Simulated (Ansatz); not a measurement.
MoSi2 (MoSi2 type, space group I4/mmm)

```xyz
6
Lattice="-3.2017 3.2017 7.8186 0.0000 0.0000 7.8186 0.0000 3.2017 0.0000" Properties=species:S:1:pos:R:3 pbc="T T T"
Mo     0.0000     0.0000     0.0000
Mo    -1.6009     4.8026     3.9093
Si     0.0000     3.2017     2.6216
Si    -1.6009     4.8026     6.5308
Si     0.0000     3.2017     5.1970
Si    -1.6009     4.8026     9.1063
```

The atoms are displaced by Q × the pattern below (from a DFPT mode at M = (0.5, 0.5, 0.5), largest move 1; Q in Å), at fixed cell. It is one choice among 2 degenerate patterns. (q is in reciprocal vectors of the primitive cell; the cell shown is doubled to hold the pattern.)

| atom | x | y | z |
|---|---|---|---|
| Mo1 | 0.000 | -1.000 | 0.000 |
| Mo2 | 0.000 | 1.000 | 0.000 |
| Si3 | 0.000 | 0.517 | 0.000 |
| Si4 | 0.000 | -0.517 | 0.000 |
| Si5 | 0.000 | 0.517 | 0.000 |
| Si6 | 0.000 | -0.517 | 0.000 |

Level of theory: r2SCAN (plane waves to 500 eV, PAW, scalar-relativistic; Ansatz, a quantum-chemistry and plane-wave program). k mesh 14×14×14 (Γ-centred), Fermi-Dirac smearing 0.05 eV. Energies are smeared free energies. With partly filled bands, energies and forces of such displacements shift with the k mesh and the smearing. MoSi2 is run without spin polarisation. MoSi2 was relaxed with its symmetry unable to fall. ΔE is measured from the undisplaced structure.

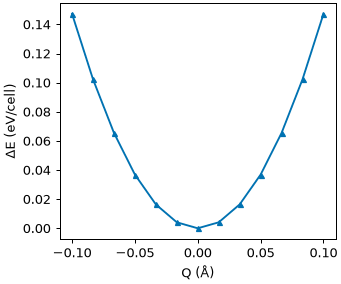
Figure. ΔE (eV/cell) against Q (Å); markers are the computed points, lines only join them.

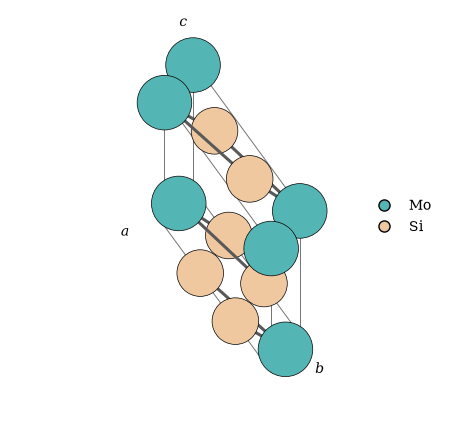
Figure. The cell of the calculation at Q = 0.100 Å.

The energy at Q = 0.100 Å is 147 meV/cell. Harmonic wavenumber from the curvature (finite differences): 190 cm⁻¹. Wavenumber by perturbation theory (DFPT, on another k mesh): 190 cm⁻¹. Space group of the distorted cell: Pmmn (No. 59), lowered from I4/mmm. Shape of the curve: a single well with its minimum at or next to zero displacement.

E″ = 29.49 eV/Å², M = Σ mᵢ|uᵢ|² = 221.9 u, ν̃ = 521.5·√(|E″|/M).

(A displaced cell: forces are minus the slopes of the energy, force constants its curvatures, and phonons follow from these.)
